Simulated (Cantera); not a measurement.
Charge: 1 mol Pb, 0.13 mol H₂, at 0.113 Torr.

Equilibrium computed with Cantera from the NASA thermochemical tables; the gas is ideal and each condensed phase is pure. Candidate condensed phases: Pb; 4 gas species. Equilibrium is a limit: real reactors are often held back by kinetics, nucleation or transport.

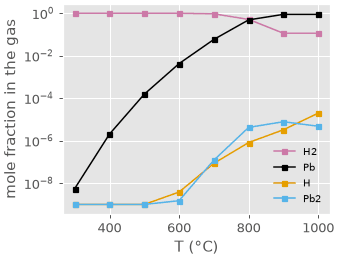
Equilibrium gas composition (values under 1e-9 drawn at 1e-9)

At 300 °C the condensed part is Pb(s). From 400 °C to 800 °C the condensed part is Pb(l). From 900 °C to 1000 °C nothing is condensed.
